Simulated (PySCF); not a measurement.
# CH₄O₃Si: NMR shifts at several levels of theory, part 2 of 2

PySCF 2.14.0. Atoms count from 0.

## 9. Nuclear shieldings: PBE0/aug-cc-pVDZ

Job settings and geometry (Å):

```
{"job": {"kind": "nmr", "xc": "PBE0", "basis": "aug-cc-pVDZ", "pop": true}, "charge": 0, "multiplicity": 1}
O      1.928727     0.537135    -0.739155
C      1.228022    -0.435894    -0.562599
Si    -0.366750    -0.152418     0.474489
O     -1.602103    -0.401289    -0.600365
O     -0.172853     1.408710     0.972379
H      1.518885    -1.418997    -1.019808
H     -0.525358    -1.032736     1.662463
H     -2.505824    -0.342492    -0.276827
H      0.556265     1.821748     0.483703
```

Level: GIAO PBE0/aug-cc-pVDZ NMR shielding, non-relativistic, gas phase.

The log of the run:

```text
coarse grid: 8448 points
cycle   1  E = -555.1300835137  dE =  7.081e-01  |g| = 1.100e+00  |ddm| = 6.340e+00
cycle   2  E = -554.5031110379  dE =  6.270e-01  |g| = 2.084e+00  |ddm| = 3.607e+00
cycle   3  E = -555.3521272353  dE = -8.490e-01  |g| = 2.457e-01  |ddm| = 2.371e+00
cycle   4  E = -555.3618378700  dE = -9.711e-03  |g| = 1.188e-01  |ddm| = 3.844e-01
cycle   5  E = -555.3644306643  dE = -2.593e-03  |g| = 1.458e-02  |ddm| = 1.501e-01
cycle   6  E = -555.3644820261  dE = -5.136e-05  |g| = 3.704e-03  |ddm| = 3.014e-02
cycle   7  E = -555.3644851128  dE = -3.087e-06  |g| = 1.018e-03  |ddm| = 6.724e-03
final grid: 78248 points
cycle   8  E = -555.3690902645  dE = -6.018e-06  |g| = 9.639e-03  |ddm| = 5.969e-02
cycle   9  E = -555.3690377781  dE =  5.249e-05  |g| = 1.903e-02  |ddm| = 3.170e-02
cycle  10  E = -555.3691077822  dE = -7.000e-05  |g| = 1.657e-03  |ddm| = 2.070e-02
cycle  11  E = -555.3691083310  dE = -5.487e-07  |g| = 2.159e-04  |ddm| = 2.130e-03
cycle  12  E = -555.3691083387  dE = -7.738e-09  |g| = 8.429e-05  |ddm| = 4.257e-04
cycle  13  E = -555.3691083404  dE = -1.733e-09  |g| = 1.291e-05  |ddm| = 1.548e-04
cycle  14  E = -555.3691083405  dE = -2.683e-11  |g| = 8.667e-06  |ddm| = 2.913e-05
converged SCF energy = -555.3691083405

GIAO shielding tensors (ppm)
atom      isotropic    diamagn.    paramagn.     s11        s22        s33       span
  0 O     -471.523     387.289    -858.812  -1372.760   -471.642    429.833   1802.593
  1 C      -42.122     235.572    -277.695   -168.685    -72.392    114.709    283.394
  2 Si     458.697     880.928    -422.231    409.516    455.754    510.819    101.303
  3 O      282.056     380.788     -98.731    229.072    306.247    310.850     81.778
  4 O      291.133     385.816     -94.683    234.526    293.904    344.967    110.441
  5 H       19.313      30.310     -10.997     13.716     20.928     23.294      9.578
  6 H       26.151      24.953       1.198     21.925     25.101     31.427      9.502
  7 H       29.775      34.123      -4.348     23.097     25.001     41.229     18.132
  8 H       27.820      32.660      -4.840     18.642     23.418     41.400     22.758
```

Wall time 17 s (1 thread of Arm Neoverse V1, shared host); peak memory 0.72 GiB.

Key values: δ C1 237.2, O0 807.4, O3 49.3, Si2 -42.0, H5 12.08, H6 5.24 ppm (means over like atoms).

## 10. Shielding tensors: PBE0/IGLO-III

Settings changed since step 9:

```diff
@@ -1,2 +1,2 @@
-{"job": {"kind": "nmr", "xc": "PBE0", "basis": "aug-cc-pVDZ", "pop": true}, "charge": 0, "multiplicity": 1}
+{"job": {"kind": "nmr", "xc": "PBE0", "basis": "IGLO-III", "pop": true}, "charge": 0, "multiplicity": 1}
 O      1.928727     0.537135    -0.739155
```

Level: GIAO PBE0/IGLO-III NMR shielding, non-relativistic, gas phase.

The log of the run:

```text
coarse grid: 8448 points
cycle   1  E = -555.2168074492  dE =  6.641e-01  |g| = 1.185e+00  |ddm| = 2.085e+00
cycle   2  E = -554.5388407321  dE =  6.780e-01  |g| = 2.231e+00  |ddm| = 1.526e+00
cycle   3  E = -555.4520708484  dE = -9.132e-01  |g| = 2.770e-01  |ddm| = 1.169e+00
cycle   4  E = -555.4635976883  dE = -1.153e-02  |g| = 1.362e-01  |ddm| = 1.561e-01
cycle   5  E = -555.4667045310  dE = -3.107e-03  |g| = 1.800e-02  |ddm| = 6.229e-02
cycle   6  E = -555.4667738866  dE = -6.936e-05  |g| = 4.421e-03  |ddm| = 1.347e-02
cycle   7  E = -555.4667777623  dE = -3.876e-06  |g| = 1.236e-03  |ddm| = 4.207e-03
final grid: 78248 points
cycle   8  E = -555.4731979948  dE = -6.878e-05  |g| = 1.027e-02  |ddm| = 2.608e-02
cycle   9  E = -555.4731464122  dE =  5.158e-05  |g| = 1.958e-02  |ddm| = 1.034e-02
cycle  10  E = -555.4732147347  dE = -6.832e-05  |g| = 1.987e-03  |ddm| = 7.461e-03
cycle  11  E = -555.4732153873  dE = -6.526e-07  |g| = 6.286e-04  |ddm| = 1.197e-03
cycle  12  E = -555.4732154494  dE = -6.202e-08  |g| = 1.469e-04  |ddm| = 2.712e-04
cycle  13  E = -555.4732154534  dE = -4.098e-09  |g| = 2.580e-05  |ddm| = 1.020e-04
cycle  14  E = -555.4732154536  dE = -1.173e-10  |g| = 1.073e-05  |ddm| = 1.637e-05
converged SCF energy = -555.4732154536

GIAO shielding tensors (ppm)
atom      isotropic    diamagn.    paramagn.     s11        s22        s33       span
  0 O     -543.999     395.845    -939.845  -1514.561   -546.856    429.419   1943.980
  1 C      -68.549     249.950    -318.499   -203.503    -99.511     97.368    300.871
  2 Si     403.121     889.666    -486.545    346.729    407.653    454.982    108.253
  3 O      266.053     384.879    -118.825    205.837    294.265    298.057     92.220
  4 O      275.113     390.367    -115.254    209.176    283.550    332.614    123.438
  5 H       19.474      27.238      -7.765     13.952     21.046     23.423      9.472
  6 H       26.224      29.162      -2.938     22.294     25.228     31.150      8.857
  7 H       29.514      30.748      -1.234     22.890     24.847     40.805     17.915
  8 H       27.462      31.665      -4.203     18.387     23.063     40.936     22.549
```

It took 29 s on 1 thread of Arm Neoverse V1, shared host; peak memory 0.96 GiB.

This run: δ C1 252.3, O0 871.2, O3 56.6, Si2 -57.8, H5 11.90, H6 5.15 ppm (means over like atoms).

## 11. Nuclear shieldings: PBE0/pcSseg-0

Settings changed since step 10:

```diff
@@ -1,2 +1,2 @@
-{"job": {"kind": "nmr", "xc": "PBE0", "basis": "IGLO-III", "pop": true}, "charge": 0, "multiplicity": 1}
+{"job": {"kind": "nmr", "xc": "PBE0", "basis": "pcSseg-0", "pop": true}, "charge": 0, "multiplicity": 1}
 O      1.928727     0.537135    -0.739155
```

With the program's defaults for keys left out, this is: GIAO PBE0/pcSseg-0 NMR shielding, non-relativistic, gas phase.

The log of the run:

```text
coarse grid: 8448 points
cycle   1  E = -554.1206872662  dE =  7.166e-01  |g| = 1.090e+00  |ddm| = 3.123e+00
cycle   2  E = -553.5560902557  dE =  5.646e-01  |g| = 2.020e+00  |ddm| = 2.983e+00
cycle   3  E = -554.3395437088  dE = -7.835e-01  |g| = 2.661e-01  |ddm| = 2.061e+00
cycle   4  E = -554.3517599921  dE = -1.222e-02  |g| = 9.756e-02  |ddm| = 2.724e-01
cycle   5  E = -554.3534292135  dE = -1.669e-03  |g| = 1.284e-02  |ddm| = 8.973e-02
cycle   6  E = -554.3534679989  dE = -3.879e-05  |g| = 3.833e-03  |ddm| = 1.486e-02
cycle   7  E = -554.3534711286  dE = -3.130e-06  |g| = 1.155e-03  |ddm| = 5.338e-03
final grid: 78248 points
cycle   8  E = -554.3273834168  dE = -2.002e-05  |g| = 5.186e-03  |ddm| = 1.411e-02
cycle   9  E = -554.3273674332  dE =  1.598e-05  |g| = 1.048e-02  |ddm| = 1.148e-02
cycle  10  E = -554.3273886844  dE = -2.125e-05  |g| = 7.298e-04  |ddm| = 7.748e-03
cycle  11  E = -554.3273887791  dE = -9.468e-08  |g| = 2.061e-04  |ddm| = 8.254e-04
cycle  12  E = -554.3273887857  dE = -6.599e-09  |g| = 6.822e-05  |ddm| = 2.204e-04
cycle  13  E = -554.3273887867  dE = -1.043e-09  |g| = 1.560e-05  |ddm| = 8.551e-05
cycle  14  E = -554.3273887868  dE = -4.047e-11  |g| = 4.507e-06  |ddm| = 1.916e-05
converged SCF energy = -554.3273887868

GIAO shielding tensors (ppm)
atom      isotropic    diamagn.    paramagn.     s11        s22        s33       span
  0 O     -659.500     398.553   -1058.052  -1820.428   -624.070    466.000   2286.428
  1 C      -65.292     261.837    -327.129   -195.333   -107.657    107.113    302.445
  2 Si     396.547     875.328    -478.781    328.626    415.010    446.005    117.379
  3 O      289.669     395.735    -106.066    224.550    304.864    339.592    115.042
  4 O      313.173     399.430     -86.257    265.560    284.716    389.242    123.682
  5 H       20.328      28.569      -8.241     13.684     22.624     24.676     10.992
  6 H       26.880      27.914      -1.034     21.980     24.898     33.762     11.783
  7 H       30.945      29.484       1.462     24.544     26.329     41.964     17.420
  8 H       29.450      30.653      -1.204     19.994     25.540     42.815     22.821
```

Run time: 3.5 s. Hardware: 1 thread of Arm Neoverse V1, shared host; peak memory 0.48 GiB.

In short: δ C1 258.8, O0 997.4, O3 36.4, Si2 -48.0, H5 12.50, H6 5.95 ppm (means over like atoms).

## 12. Side by side: NMR shifts

Shifts (ppm), means over like atoms, with basis size and wall time:

```
               run     C1     H5    H6    H7     O0    O3    Si2  functions   time
       PBE0/6-31G*  227.8  11.64  5.01  2.81  794.6  42.6  -34.4         82  5.5 s
PBE0/6-311+G(2d,p)  243.4  11.93  5.23  2.66  845.0  53.7  -52.6        167   20 s
     PBE0/def2-SVP  235.9  11.21  4.75  2.84  843.6  53.1  -54.3         94  5.7 s
    PBE0/def2-TZVP  245.4  11.90  5.15  2.76  863.3  59.8  -56.6        185   21 s
      PBE0/cc-pVDZ  235.0  11.55  4.64  2.54  839.9  51.4  -47.7         94  6.5 s
      PBE0/cc-pVTZ  243.6  11.88  5.00  2.99  864.3  56.8  -47.6        210   27 s
  PBE0/aug-cc-pVDZ  237.2  12.08  5.24  2.60  807.4  49.3  -42.0        155   17 s
     PBE0/IGLO-III  252.3  11.90  5.15  2.89  871.2  56.6  -57.8        224   29 s
     PBE0/pcSseg-0  258.8  12.50  5.95  2.63  997.4  36.4  -48.0         57  3.5 s
```

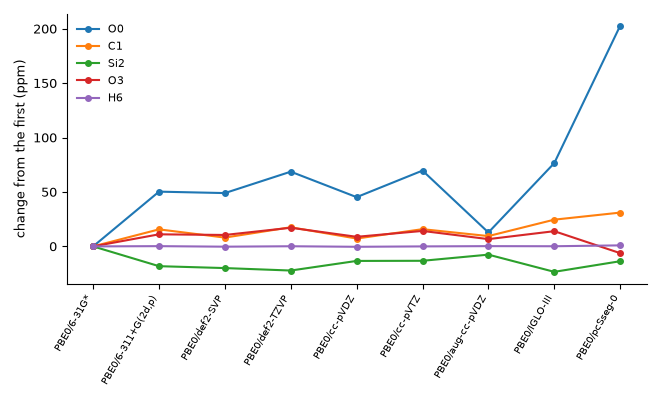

How five of the tabulated atoms move from run to run.

## 13. Summary of results

The summary covers parts 1 to 2.

| quantity | value |
| --- | --- |
| point group | C1 |
| rotational constants (main isotopes) | 6.16, 3.24, 2.46 GHz |
| 13C shifts against TMS (PBE0/6-31G*) | 227.8 ppm |
| 1H shifts against TMS (PBE0/6-31G*, means over atoms taken as alike) | 11.64, 5.01, 2.81 ppm |
| 17O shifts against H2O (PBE0/6-31G*, means over atoms taken as alike) | 794.6, 42.6 ppm |
| 29Si shifts against TMS (PBE0/6-31G*) | -34.4 ppm |
| range of the shift of O0 | 794.6 to 997.4 ppm |

What this shows: Single values in the summary come from the first sound run of each kind (PBE0/6-31G*), which need not be the best level. The start of the PBE0/def2-SVP relaxation was shaken at random by about 0.01 Å, so part of the energy gained, and of the first lengths quoted, undoes that. Over 25 steps the energy fell by 0.293 eV; of the close pairs, Si2–O3 changed most, 1.579 to 1.656 Å. No frequency check was run at this level, so the end point may be a saddle. At PBE0/6-31G*: Shielding is most anisotropic at O0 (span 1807 ppm, paramagnetic term -865 ppm). In ppm, O0 moves most: its shift spreads over 202.7 ppm, from 794.6 (PBE0/6-31G*) to 997.4 (PBE0/pcSseg-0).
